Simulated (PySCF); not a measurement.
**C6H16N2Si: density, localisation and related maps**

The calculation's input:

```
{"job": {"kind": "nmr", "xc": "PBE0", "basis": "pcSseg-1"}, "charge": 0, "multiplicity": 1}
C      4.150678     0.658250     0.132010
C      2.923461    -0.164442     0.319595
N      1.793294     0.353479     0.466554
Si     0.208564    -0.284324     0.672172
C      0.061217    -2.177921     0.854063
C     -0.715155     0.338378    -0.901528
N     -2.120066     0.678319    -0.774423
C     -2.915934    -0.425444    -0.294834
C     -2.338902     1.868870     0.011431
H      4.634047     0.388579    -0.805972
H      4.854524     0.454082     0.937633
H      3.898389     1.714304     0.125985
H      3.092315    -1.250996     0.319467
H     -0.213767     0.367591     1.918210
H      0.281761    -2.688239    -0.080593
H     -0.926762    -2.495706     1.172696
H      0.770881    -2.535470     1.595589
H     -0.643321    -0.419156    -1.688383
H     -0.203587     1.226469    -1.276895
H     -2.704556    -0.677464     0.756165
H     -3.971649    -0.167612    -0.382175
H     -2.719971    -1.301531    -0.910820
H     -1.753302     2.685164    -0.407406
H     -2.058191     1.744204     1.067656
H     -3.394904     2.134762    -0.038373
```

Launched as:

```sh
OMP_NUM_THREADS=1 python probes_run.py task.json out
```

Geometry: GFN2-xTB.

All numbers below come from PBE0/pcSseg-1, SCF density, gas phase, non-relativistic (PySCF 2.14.0).

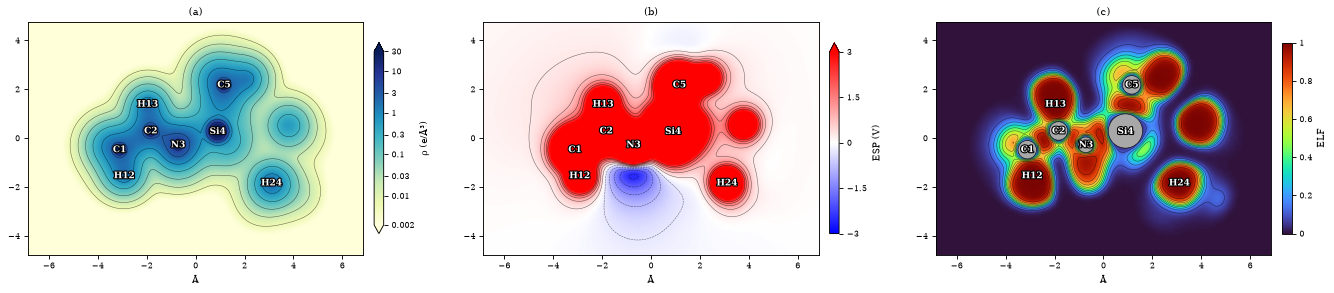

Figure 1. (a) total electron density; (b) electrostatic potential; (c) ELF on the plane of atoms N3, C2 and H13. Grey discs cover the atomic cores in the ELF map.

Question: Interpret the plot.

Answer:
- Atoms in the plane: C, N, Si and H.
- C–N (1.25 Å): ρ at the midpoint is about 2.8 e/Å³; the ELF peaks at about 0.90 between the atoms; a short, multiple covalent bond.
- C–C (1.49 Å): the density is about 1.8 e/Å³ at the midpoint; the ELF peaks at about 0.95 between the atoms (a shared electron pair).
- Si–N (1.72 Å): ρ is about 1.1 e/Å³ halfway; the ELF peaks at about 0.90 between the atoms, as expected for a shared but strongly polarised pair.
- C–Si (1.91 Å): ρ is about 0.91 e/Å³ halfway; the ELF peaks at about 0.95 between the atoms (a shared electron pair).
- C–H (1.09 Å): ρ is about 2 e/Å³ halfway; the ELF climbs to about 1 towards the hydrogen, as it does in any bond to H; a covalent bond by its length.
- The ELF also peaks beside N3, away from the bonds: lone-pair regions.
- Outside the dense part of the molecule the potential is most negative (−2.5 V) near N3.

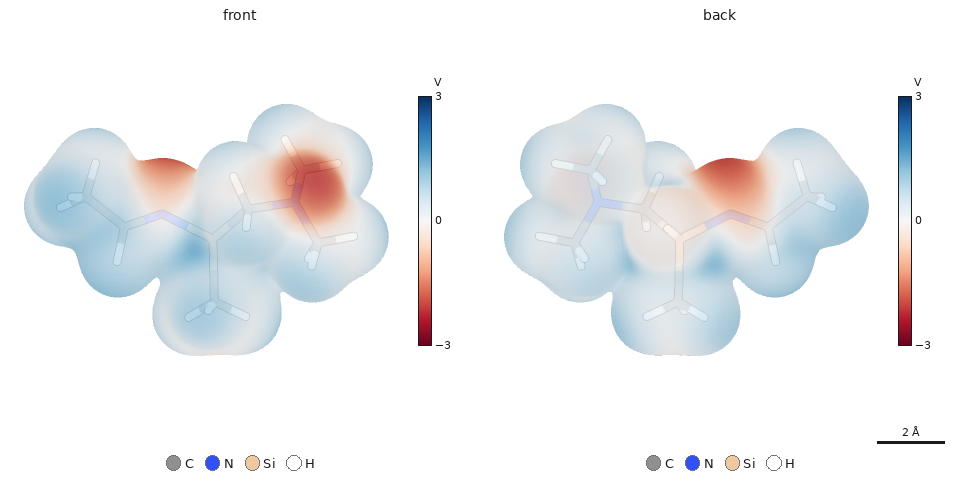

Figure 2. The molecular electrostatic potential painted on the density surface at 0.004 e/bohr³, seen from the front and from behind; red is negative and blue positive.

Question: Describe the electrostatic potential map.

Answer: The most negative region (about −2.0 V, or −46 kcal/mol for a unit charge) lies over N3 and N7, the most positive (about +1.2 V, or +28 kcal/mol for a unit charge) over Si4, H10 and H11.
